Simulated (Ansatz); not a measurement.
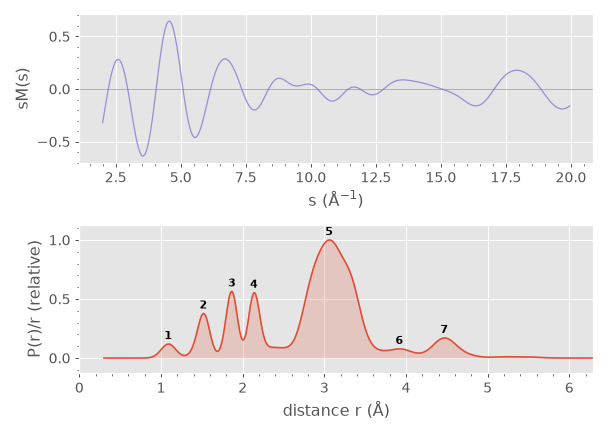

Simulated gas electron diffraction: reduced molecular intensity sM(s) from the Debye equation in the first Born approximation (top) and the radial distribution curve (bottom) of C3H8ClGaSi. Each pair of atoms contributes with weight ZᵢZⱼ/r; damping constant 0.001 Å²; vibrational amplitudes assumed, not computed: 0.05 Å for bonds, 0.078 Å for bonds to H, 0.06 + 0.015 r up to 0.15 Å for other pairs. The geometry is the end point of an optimisation (Ansatz 0.2.0, RHF/def2-SVP); it may be a saddle point or a higher isomer.

**Read the positions of the numbered peaks and name the main pairs (– for bonds).**

Peak 1, 1.09 Å: C–H 1.09–1.10 Å (×5)
Peak 2, 1.52 Å: Si–H 1.49 Å (×3), C–C 1.51–1.55 Å (×2), not resolved
Peak 3, 1.87 Å: Cl–C 1.85 Å, Si–C 1.88 Å
Peak 4, 2.14 Å: Ga–C 2.14 Å, C···H 2.19–2.21 Å (×5), Cl···H 2.36 Å (×2), not resolved
Peak 5, 3.06 Å: Si···C 2.81–2.84 Å (×2), Ga···C 2.93–2.98 Å (×2), Ga···Cl 3.11 Å, Ga···Si 3.31 Å, not resolved; in its flanks Cl···C 2.79–3.38 Å
Peak 6, 3.92 Å: Si···H 3.83 Å, Cl···H 3.89 Å, Ga···H 3.96 Å (×2), C···H 4.06–4.10 Å (×2), not resolved
Peak 7, 4.47 Å: Cl···H 4.31–4.78 Å (×2), Cl···Si 4.47 Å, Ga···H 4.66 Å, not resolved
